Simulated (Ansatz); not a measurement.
## Convergence of a linear-scaling basis for TiO2(110) slab (48 atoms)

Aim: test how closely localised support functions follow the reference on TiO2(110) slab (48 atoms), and at what cost. A setting counts as converged where the r.m.s. difference of forces stays under 1 % of the r.m.s. force.

Main program and level: Ansatz 0.2.0; Kohn-Sham DFT, PBE, PAW (set soft_2), plane waves.

## (1) Starting point

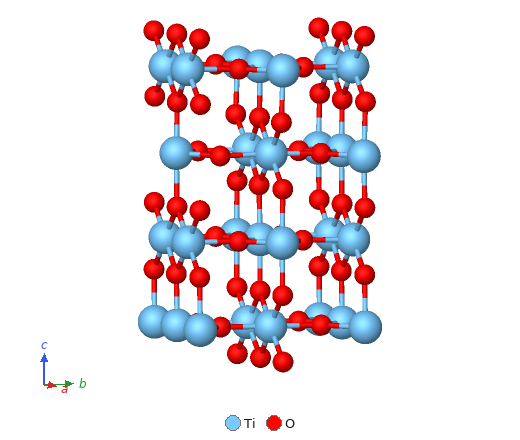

Start, viewed from the side, with the c axis up; titanium blue, oxygen red. Some periodic images of atoms are drawn too.

The cell holds 48 atoms: 16 Ti and 32 O. Its edges and angles: a = 5.918 Å, b = 6.497 Å, c = 24.279 Å, α = 90.0°, β = 90.0°, γ = 90.0°. It derives from TiO2 (rutile). Rutile TiO2 (cell 4.594, 4.594, 2.959, 90, 90, 90), (110) slab of 4 repeat layers, 2 x 1 surface cells, 12 Å of vacuum; every coordinate displaced by a Gaussian of 0.02 Å. Vacuum lies along c.

What the set-up can't give: The cell is under 6 Å thick along one periodic direction, so every atom has periodic images of itself close by, which move with it and show among its neighbours and in g(r). Beside vacuum, support functions can miss their usual error bounds without a warning.

## (2) Plane-wave single point

The first run uses the default basis; a harder plane-wave run follows as the reference for the support functions.

File input.yaml:

```yaml
crystal:
  lattice:
    - [5.918, 0.0, 0.0]
    - [0.0, 6.4969, 0.0]
    - [0.0, 0.0, 24.27914]
  atoms:
    - { symbol: Ti, position: [0.00201, 0.00252, 0.29926] }
    - { symbol: Ti, position: [0.25361, 0.49598, 0.2999] }
    - { symbol: O, position: [0.00374, 0.50334, 0.24746] }
    - { symbol: O, position: [0.0054, 0.5005, 0.35066] }
    - { symbol: O, position: [0.25163, 0.80585, 0.30007] }
    - { symbol: O, position: [0.24792, 0.19926, 0.29949] }
    - { symbol: Ti, position: [0.99826, 0.49973, 0.43224] }
    - { symbol: Ti, position: [0.24529, 0.00043, 0.43373] }
    - { symbol: O, position: [0.99943, 0.99926, 0.38094] }
    - { symbol: O, position: [0.00171, 0.99995, 0.48491] }
    - { symbol: O, position: [0.25014, 0.30333, 0.43375] }
    - { symbol: O, position: [0.25248, 0.69759, 0.43282] }
    - { symbol: Ti, position: [0.00491, 0.99299, 0.56519] }
    - { symbol: Ti, position: [0.2522, 0.50293, 0.56813] }
    - { symbol: O, position: [0.99791, 0.50334, 0.51588] }
    - { symbol: O, position: [0.99957, 0.49447, 0.61964] }
    - { symbol: O, position: [0.24647, 0.80868, 0.56475] }
    - { symbol: O, position: [0.24768, 0.19601, 0.56705] }
    - { symbol: Ti, position: [0.99906, 0.50472, 0.70004] }
    - { symbol: Ti, position: [0.24984, 0.99987, 0.69974] }
    - { symbol: O, position: [0.99607, 0.00501, 0.64954] }
    - { symbol: O, position: [0.99495, 0.99955, 0.75143] }
    - { symbol: O, position: [0.25137, 0.30363, 0.70143] }
    - { symbol: O, position: [0.25749, 0.70075, 0.70013] }
    - { symbol: Ti, position: [0.50374, 0.00066, 0.30028] }
    - { symbol: Ti, position: [0.75715, 0.49483, 0.29995] }
    - { symbol: O, position: [0.5004, 0.50619, 0.24791] }
    - { symbol: O, position: [0.49003, 0.50643, 0.35139] }
    - { symbol: O, position: [0.74914, 0.80553, 0.30044] }
    - { symbol: O, position: [0.75866, 0.19347, 0.29989] }
    - { symbol: Ti, position: [0.50548, 0.50191, 0.43177] }
    - { symbol: Ti, position: [0.75239, 0.99878, 0.43246] }
    - { symbol: O, position: [0.50287, 0.99516, 0.38038] }
    - { symbol: O, position: [0.50531, 0.99878, 0.48444] }
    - { symbol: O, position: [0.7521, 0.30428, 0.43254] }
    - { symbol: O, position: [0.74892, 0.69385, 0.43271] }
    - { symbol: Ti, position: [0.50129, 0.99588, 0.56793] }
    - { symbol: Ti, position: [0.74682, 0.50064, 0.56801] }
    - { symbol: O, position: [0.50228, 0.49687, 0.51627] }
    - { symbol: O, position: [0.49494, 0.50131, 0.62074] }
    - { symbol: O, position: [0.749, 0.80425, 0.56732] }
    - { symbol: O, position: [0.74674, 0.19316, 0.56563] }
    - { symbol: Ti, position: [0.5034, 0.5013, 0.70062] }
    - { symbol: Ti, position: [0.7488, 0.99481, 0.70139] }
    - { symbol: O, position: [0.50655, 0.99994, 0.64713] }
    - { symbol: O, position: [0.49453, 0.00078, 0.75277] }
    - { symbol: O, position: [0.74845, 0.30727, 0.70021] }
    - { symbol: O, position: [0.75215, 0.69645, 0.70153] }
kpoints:
  mp_grid: { grid: [2, 2, 1] }
hamiltonian:
  xc: pbe
scf:
  occupations: { method: fixed }
output:
  forces: true
  populations: true
  dos:
    method: { smearing: { sigma: 0.1 } }
    de: 0.1
    projected: { site_lists: { O: [O], Ti: [Ti] } }
  eigenvalues: true
  write_density: true
  write_potential: true
  volumetric_format: npy
  elf: true
```

Launch:

```bash
$ ansatz run input.yaml --threads 4 --pin off --max-ram 8192MiB --backend cpu --events-out ev --progress --plain --runs-dir out
```

Numbers of over 12 decimals in the logs are rounded to 6 here.

What it wrote:

```text
Engine: ansatz 0.2.0, aarch64-unknown-linux-gnu
Pseudopotentials: kind: paw
Pseudopotential: Ti, paw, valence charge 12, recommended cutoff 420 eV (normal), Ti.paw.azcp
Pseudopotential: O, paw, valence charge 6, recommended cutoff 420 eV (normal), O.paw.azcp
[... 5 lines on functional and potentials left out ...]
Crystal: 48 atoms, lattice volume = 933.500 Å³
Basis set: ecut = 420 eV, 18227 PW (Γ), exchange–correlation on 80×90×360 points (8 copies of the dense FFT grid, shifted against one another)
Bands: 240, of which v1, the nominal top of the filled ones, is band 192 counted from 1 (191 counted from 0)
Symmetry: 1 space group operations
Space group: P1 (ITA 1), of the structure as read, at distance tolerance 9.8e-5 Å
k-points: 4
[... 5 lines on functional and potentials left out ...]
Initial density: superposition of atomic densities (neutral atoms: chi_scale 0, normalization atom), corrected by the library's trained network
Initial wavefunctions: pseudopotential atomic-orbital guess
Functional: x = pbe(κ = 0.804, μ = 0.219515), c = pbe(β = 0.066725)
SCF iter   1: F=—  HF=-58211.314422 eV  |F-HF|=—  |Δ(HF+E_count)|=         —  Δρ=4.68e-3  dr2=8.15e-1  ethr=1.77e-3  ⟨swp⟩=4.2  Hψ=3435  notcnv=0  defer=170
preconditioner: auto → Resta (q_TF=auto, 2.353 Å⁻¹)  ε∞=5.4  [insulator: Δε(μ)=1.426 eV  Ē_g=9.236 eV  n_scr=222 (ndim 8)  ℏωp=19.4 eV  f_vac=0.446  ε∞_Penn≈5.4  vacuum switching on, ρ_ref=6.2e-3 e/Å³]
SCF iter   2: F=—  HF=-58211.236558 eV  |F-HF|=—  |Δ(HF+E_count)|=   7.79e-2  Δρ=4.13e-3  dr2=1.47e-1  ethr=2.12e-4  ⟨swp⟩=2.0  Hψ=1519  notcnv=0  defer=178
SCF iter   3: F=—  HF=-58211.224301 eV  |F-HF|=—  |Δ(HF+E_count)|=   1.23e-2  Δρ=2.06e-3  dr2=7.17e-2  ethr=3.83e-5  ⟨swp⟩=2.0  Hψ=1206  notcnv=0  defer=183
SCF iter   4: F=—  HF=-58211.218289 eV  |F-HF|=—  |Δ(HF+E_count)|=   6.01e-3  Δρ=7.74e-4  dr2=1.16e-2  ethr=1.87e-5  ⟨swp⟩=2.0  Hψ=1037  notcnv=0  defer=183
SCF iter   5: F=—  HF=-58211.217807 eV  |F-HF|=—  |Δ(HF+E_count)|=   4.82e-4  Δρ=3.94e-4  dr2=1.98e-3  ethr=3.02e-6  ⟨swp⟩=2.0  Hψ=1402  notcnv=0  defer=179
SCF iter   6: F=—  HF=-58211.217770 eV  |F-HF|=—  |Δ(HF+E_count)|=   3.70e-5  Δρ=1.46e-4  dr2=1.79e-4  ethr=5.14e-7  ⟨swp⟩=2.0  Hψ=1235  notcnv=0  defer=179
SCF iter   7: F=—  HF=-58211.217809 eV  |F-HF|=—  |Δ(HF+E_count)|=   3.85e-5  Δρ=9.75e-5  dr2=9.91e-5  ethr=4.65e-8  ⟨swp⟩=3.0  Hψ=1312  notcnv=0  defer=164
SCF iter   8: F=—  HF=-58211.217908 eV  |F-HF|=—  |Δ(HF+E_count)|=   9.91e-5  Δρ=3.03e-5  dr2=7.48e-6  ethr=2.58e-8  ⟨swp⟩=2.2  Hψ=1595  notcnv=0  defer=163
SCF iter   9: F=—  HF=-58211.217910 eV  |F-HF|=—  |Δ(HF+E_count)|=   2.03e-6  Δρ=1.77e-5  dr2=2.44e-6  ethr=1.95e-9  ⟨swp⟩=3.0  Hψ=1359  notcnv=0  defer=163
SCF iter  10: F=—  HF=-58211.217911 eV  |F-HF|=—  |Δ(HF+E_count)|=   1.12e-6  Δρ=1.05e-5  dr2=9.49e-7  ethr=6.36e-10  ⟨swp⟩=2.0  Hψ=1222  notcnv=0  defer=163
SCF iter  11: F=—  HF=-58211.217911 eV  |F-HF|=—  |Δ(HF+E_count)|=   5.40e-7  Δρ=4.06e-6  dr2=1.61e-7  ethr=2.47e-10  ⟨swp⟩=2.0  Hψ=1233  notcnv=0  defer=163
SCF iter  12: F=-58211.217912 eV  HF=-58211.217912 eV  |F-HF|=1.26e-8  |Δ(HF+E_count)|=   5.74e-8  Δρ=1.83e-6  dr2=3.69e-8  ethr=2.60e-11  ⟨swp⟩=19.2  Hψ=8229  notcnv=0
SCF 1 converged in 12 iterations: F = -58211.217912 eV  dr2 = 3.69e-8
  greatest PAW one-centre occupation: 0.999 electrons in one spin orbital (limit 2), on the Ti atom at site 31 (counted from 0), in its partial waves of l = 0
WARN: The output density's exchange-correlation potential varies sharply where the density is thin. Do not read a vacuum level from v_tot or v_xc, or from such a field of the output density. On a cell that repeats whose density bears no net charge and no dipole along the vacuum's axis use v_es (v_loc + v_h of the components); [...]
SCF converged after 12 iterations
Free energy (F): -58211.217912 eV
Harris-Foulkes:  -58211.217912 eV  (|F-HF|=1.26e-8)
Internal energy: -58211.217912 eV  (E = F + TS)
E sigma→0 (E₀):  -58211.217912 eV
Fermi energy:    1.868276 eV
--- Per-component energies (eV) ---
  E_band       = -5982.946702
  E_kinetic    = 9962.385229
  E_local      = -338010.367417  (includes V_loc(G=0)·N_el)
  E_nonlocal   = 1578.302347
  E_hartree    = 164638.955754
  E_xc         = -3936.130416
  E_vxc        = -4984.198111  (∫ρ·V_xc dr)
  E_paw        = -21776.237320  (= ΣΔE_a)
  E_vpaw       = -3807.002608  (= ΣTr[D̂ρ^β])
  E_aug_tail   = 0.080837  (compensation charges beyond the density's cutoff)
  E_ewald      = 129331.793076
  E_smearing   = -0.000000  (= −TS)
  E_closure    = 0.000000  (closes the sum)
  Σ components = -58211.217912   (vs F -58211.217912, Δ=0.00e0)
--- Forces (eV/Å), atoms counted from 1 ---
  atom   1  Ti     0.46486535    -0.72158353     2.57769229
  atom   2  Ti     0.22925861     0.71194665    -4.26450394
  atom   3  O     -0.70444975    -0.06237872     1.72379548
  atom   4  O     -0.52529387     0.05584694     2.61402531
  atom   5  O      0.03288065     2.02969475    -0.94086893
  atom   6  O      0.12580395    -2.25565876    -0.78006003
  atom   7  Ti     0.86307675    -0.07089451    -0.30082403
  atom   8  Ti     0.94897634     0.02202481     0.66486936
  atom   9  O      0.17573876     0.03603723    -1.56983481
  atom  10  O     -0.19320097    -0.07480717    -0.50629241
  atom  11  O     -0.02753474    -0.05588605    -0.03774649
  atom  12  O     -0.16476557    -0.05570386     0.17457979
  atom  13  Ti    -0.69433204     1.14603264     1.68964071
  atom  14  Ti    -0.43055112    -0.84325515    -1.28504897
[...]
atom  47  O      0.21165199     1.68012858     0.94620718
  atom  48  O     -0.00502650    -1.85178436     0.71677136
  max |Σ_I F_I| component: 7.41e-5 eV/Å
--- Band table (eV) ---
  k-point 0: bands = ["-55.9584", "-55.9129", "-55.8971", "-55.7854", [... 224 levels ...], "5.0431", "5.0909", "5.0982", "5.1063", "5.1740", "5.2335", "5.2373", "5.3283", "5.4793", "5.7624", "5.7964", "5.9596"]
[...]
--- Löwdin populations: 48 sites ---
  site symbol       q [e]
     0     Ti     10.5861
     1     Ti     10.6934
     2      O      6.6228
[...]
47      O      6.6318
  spilling = 0.003432 (of n_electrons = 384.000000)
```

Run time: 40 s. Hardware: 4 threads of Arm Neoverse V2, shared host; peak memory 4 GiB.

Reading the cycles: dr2 is the Hartree energy of the density residual (eV), the measure of convergence; HF is the Harris–Foulkes estimate of the energy, which meets the free energy F at convergence.

The program notes that the exchange-correlation potential is rough where the density is thin.

Read from the output:

* free energy: -58211.2179 eV
* free energy per atom: -1212.7337 eV/atom
* SCF cycles: 12
* r.m.s. force component: 1.153 eV/Å
* longest force: 4.33 eV/Å
* Fermi energy: 1.868 eV
* gap (highest filled to lowest empty level): 1.238 eV
* potential in mid-vacuum, over the Fermi level: 6.977 eV
* potential 4.5 Å over the upper face: 6.992 eV
* potential 4.5 Å under the lower face: 6.963 eV
* spilling of the projection: 0.003432

The r.m.s. force component of 1.2 eV/Å sets the scale for the differences below.

## (3) Plane waves at 750 eV (750 eV)

A harder cutoff gives the support functions a reference with less basis error.

input.yaml, the sections that differ from step 2:

```yaml
output:
  forces: true
  eigenvalues: true
basis:
  ecutwfc: "750 eV"
# crystal, kpoints, hamiltonian, scf: as in step 2
```

What it wrote:

```text
[...]
Crystal: 48 atoms, lattice volume = 933.500 Å³
Basis set: ecut = 750 eV, 43571 PW (Γ), exchange–correlation on 108×120×450 points (8 copies of the dense FFT grid, shifted against one another)
Bands: 240, of which v1, the nominal top of the filled ones, is band 192 counted from 1 (191 counted from 0)
Symmetry: 1 space group operations
[...]
k-points: 4
[...]
SCF iter   1: F=—  HF=-58211.539249 eV  |F-HF|=—  |Δ(HF+E_count)|=         —  Δρ=4.76e-3  dr2=8.17e-1  ethr=1.77e-3  ⟨swp⟩=4.2  Hψ=3438  notcnv=0  defer=169
[...]
SCF iter   3: F=—  HF=-58211.446570 eV  |F-HF|=—  |Δ(HF+E_count)|=   1.36e-2  Δρ=2.08e-3  dr2=7.11e-2  ethr=3.98e-5  ⟨swp⟩=2.2  Hψ=1207  notcnv=0  defer=111
automatic band count: iteration 3 solves 222 bands in place of 240: the levels show a gap, and the empty bands left out lie too high to hold charge; the band table lists the bands solved (type scf.n_extra_bands for more)
SCF iter   4: F=—  HF=-58211.440478 eV  |F-HF|=—  |Δ(HF+E_count)|=   6.09e-3  Δρ=7.99e-4  dr2=1.23e-2  ethr=1.85e-5  ⟨swp⟩=2.0  Hψ=1070  notcnv=0  defer=112
SCF iter   5: F=—  HF=-58211.439924 eV  |F-HF|=—  |Δ(HF+E_count)|=   5.54e-4  Δρ=4.08e-4  dr2=2.00e-3  ethr=3.20e-6  ⟨swp⟩=2.0  Hψ=1387  notcnv=0  defer=107
[...]
SCF iter  11: F=—  HF=-58211.439570 eV  |F-HF|=—  |Δ(HF+E_count)|=   2.94e-7  Δρ=4.09e-6  dr2=1.61e-7  ethr=2.62e-10  ⟨swp⟩=2.0  Hψ=1240  notcnv=0  defer=90
SCF iter  12: F=-58211.439570 eV  HF=-58211.439570 eV  |F-HF|=1.09e-8  |Δ(HF+E_count)|=   5.37e-8  Δρ=1.77e-6  dr2=3.52e-8  ethr=2.60e-11  ⟨swp⟩=15.0  Hψ=4267  notcnv=0
SCF 1 converged in 12 iterations: F = -58211.439570 eV  dr2 = 3.52e-8
[...]
SCF converged after 12 iterations
Free energy (F): -58211.439570 eV
[...]
Internal energy: -58211.439570 eV  (E = F + TS)
E sigma→0 (E₀):  -58211.439570 eV
Fermi energy:    1.868194 eV
[...]
Σ components = -58211.439570   (vs F -58211.439570, Δ=0.00e0)
--- Forces (eV/Å), atoms counted from 1 ---
  atom   1  Ti     0.46469563    -0.72108923     2.57782689
  atom   2  Ti     0.22957118     0.71130964    -4.26316835
  atom   3  O     -0.70423373    -0.06237078     1.72391437
  atom   4  O     -0.52514181     0.05581351     2.61301773
[...]
atom  48  O     -0.00468882    -1.85119530     0.71661662
  max |Σ_I F_I| component: 4.07e-5 eV/Å
--- Band table (eV) ---
[...]
```

Elapsed: 57 s, on 4 threads; peak memory 6 GiB.

The program notes that it cut back its work space to fit the memory limit.

Forces differ from the reference by 0.45 meV/Å r.m.s., 0.039 % of their size, well within a tolerance of 1 %; the energy by -4.6 meV/atom. It took 57 s and 12 cycles; the reference's time can't be set against it, since the two runs asked for unlike analyses.

## (4) Support functions medium

With localised support functions most steps grow linearly with size, though the diagonalisation grows faster unless the density matrix is cut; this run measures error and cost at this size. Besides, the program derives a nominal cutoff of 464 eV for this run, against the reference's 750.

This step: Kohn-Sham DFT, PBE, PAW (set soft_2), localised support functions (medium) (Ansatz 0.2.0).

input.yaml, the sections that differ from step 3:

```yaml
scf:
  occupations: { method: fixed }
  eigensolver: { kind: { support_functions: { accuracy: medium } } }
  mixing: { beta: 0.2 }
  max_iter: 150
# crystal, kpoints, hamiltonian, output: as in step 3
# basis: removed
```

What it wrote:

```text
Warning: scf.eigensolver.kind.support_functions: disabling space-group detection — the functions' gradient is summed over unrotated k-points, so no spatial operation reduces the k-mesh or symmetrises the density; time reversal is kept, so that k and −k are solved as one point where they differ and the mesh holds both, and exact exchange and, on two spinor components, a DFT+U term hold to it where the run has them: [...]
Warning: basis.ecutwfc = 464 eV, auto-derived: no grid that the accuracy of the support functions lays serves the files at the lower one that their records recommend; a deck with other species or settings can derive another value
settings of this run that can trade accuracy for cost: scf.eigensolver.kind.support_functions [...]
[...]
Crystal: 48 atoms, lattice volume = 933.500 Å³
Basis set: ecut = 464 eV, 21247 PW (Γ), exchange–correlation on 90×96×360 points (8 copies of the dense FFT grid, shifted against one another)
Bands: 231, of which v1, the nominal top of the filled ones, is band 192 counted from 1 (191 counted from 0)
Symmetry: 1 space group operations
k-points: 4
[...]
SCF iter   1: F=—  HF=-58279.340598 eV  |F-HF|=—  |Δ(HF+E_count)|=         —  Δρ=1.79e-1  dr2=3.26e2  ethr=1.00e-1
[...]
SCF iter  18: F=—  HF=-58211.471051 eV  |F-HF|=—  |Δ(HF+E_count)|=   4.04e-4  Δρ=1.29e-5  dr2=1.02e-6  ethr=9.08e-10  κ⁻¹=7.1e-6(r=7)
SCF iter  19: F=-58211.471052 eV  HF=-58211.471052 eV  |F-HF|=1.38e-9  |Δ(HF+E_count)|=   3.92e-7  Δρ=6.60e-6  dr2=3.02e-7  ethr=2.65e-10
SCF 1 converged in 19 iterations: F = -58211.478441 eV  dr2 = 3.02e-7
[...]
SCF converged after 19 iterations
Stability not checked: this state was not tested for a lower state beside it, because the mixer in use, unlike msr1, does not test its closes by its own steps (another_mixer; see scf.mixing.algorithm and scf.lower_state_search)
Free energy (F): -58211.478441 eV
[...]
Internal energy: -58211.478441 eV  (E = F + TS)
E sigma→0 (E₀):  -58211.478441 eV
Fermi energy:    1.868255 eV
[...]
Σ components = -58211.478441   (vs F -58211.478441, Δ=0.00e0)
--- Forces (eV/Å), atoms counted from 1 ---
  atom   1  Ti     0.46431614    -0.72059001     2.57760499
  atom   2  Ti     0.22997518     0.71109900    -4.26267793
  atom   3  O     -0.70410920    -0.06250239     1.72461748
  atom   4  O     -0.52515194     0.05568086     2.61267165
[...]
atom  48  O     -0.00470259    -1.85077784     0.71658701
  max |Σ_I F_I| component: 1.42e-3 eV/Å
--- Band table (eV) ---
[...]
```

It took 2.4 min on 4 threads; peak memory 2.8 GiB; 8.9 min of CPU time.

The program notes that the band table was not solved further than the SCF left it and it switched symmetry off.

Keys that differ from the reference: basis.ecutwfc removed, support_functions.accuracy = "medium", scf.max_iter = 150 and scf.mixing.beta = 0.2.

Forces differ from the reference by 0.33 meV/Å r.m.s., 0.028 % of their size, well within a tolerance of 1 %; the energy by -0.81 meV/atom. It took 2.5 times the reference's time (shared host, so rough). The two runs also began from different starting densities, which bears on cycles and time.

## (5) Support functions low

The cell is solved in localised support functions. Besides, the program derives a nominal cutoff of 420 eV for this run, against the reference's 750.

This step: Kohn-Sham DFT, PBE, PAW (set soft_2), localised support functions (low) (Ansatz 0.2.0).

input.yaml, the sections that differ from step 4:

```yaml
scf:
  occupations: { method: fixed }
  eigensolver: { kind: { support_functions: { accuracy: low } } }
  mixing: { beta: 0.2 }
  max_iter: 150
# crystal, kpoints, hamiltonian, output: as in step 4
```

What it wrote:

```text
[...]
Crystal: 48 atoms, lattice volume = 933.500 Å³
Basis set: ecut = 420 eV, 18227 PW (Γ), exchange–correlation on 90×90×360 points (8 copies of the dense FFT grid, shifted against one another)
Bands: 231, of which v1, the nominal top of the filled ones, is band 192 counted from 1 (191 counted from 0)
Symmetry: 1 space group operations
k-points: 4
[...]
SCF iter   1: F=—  HF=-58279.338268 eV  |F-HF|=—  |Δ(HF+E_count)|=         —  Δρ=1.79e-1  dr2=3.26e2  ethr=1.00e-1
[...]
SCF iter  15: F=—  HF=-58211.469312 eV  |F-HF|=—  |Δ(HF+E_count)|=   6.13e-4  Δρ=7.19e-5  dr2=2.51e-5  ethr=2.01e-8  κ⁻¹=8.3e-6(r=7)
SCF iter  16: F=-58211.469864 eV  HF=-58211.469863 eV  |F-HF|=1.13e-6  |Δ(HF+E_count)|=   5.51e-4  Δρ=4.18e-5  dr2=8.19e-6  ethr=6.55e-9
SCF 1 converged in 16 iterations: F = -58211.478307 eV  dr2 = 8.19e-6
[...]
SCF converged after 16 iterations
[...]
Free energy (F): -58211.478307 eV
[...]
Internal energy: -58211.478307 eV  (E = F + TS)
E sigma→0 (E₀):  -58211.478307 eV
Fermi energy:    1.867772 eV
[...]
Σ components = -58211.478307   (vs F -58211.478307, Δ=0.00e0)
--- Forces (eV/Å), atoms counted from 1 ---
  atom   1  Ti     0.46431299    -0.72067203     2.57701541
  atom   2  Ti     0.22999634     0.71121187    -4.26331009
  atom   3  O     -0.70419473    -0.06248337     1.72509188
  atom   4  O     -0.52525462     0.05568599     2.61311670
[...]
atom  48  O     -0.00469669    -1.85099138     0.71631805
  max |Σ_I F_I| component: 1.46e-3 eV/Å
--- Band table (eV) ---
[...]
```

Wall time 2 min (4 threads); peak memory 2.7 GiB.

Keys that differ from the reference: basis.ecutwfc removed, support_functions.accuracy = "low", scf.max_iter = 150 and scf.mixing.beta = 0.2.

Forces differ from the reference by 0.36 meV/Å r.m.s., 0.032 % of their size, well within a tolerance of 1 %; the energy by -0.81 meV/atom. It took 2.1 times the reference's time (shared host, so rough). The two runs also began from different starting densities, which bears on cycles and time.

(Part 1 of 4 ends here.)

[Logs are printed without paths, hosts, clocks, repeated set-up lines and the standing remarks that a program may print on its own settings, such as how far it seeks lower states.]

[Hosts, paths, dates, database ids (printed as entryN), source tags and the programs' standing remarks are cut or masked in the printed files.]
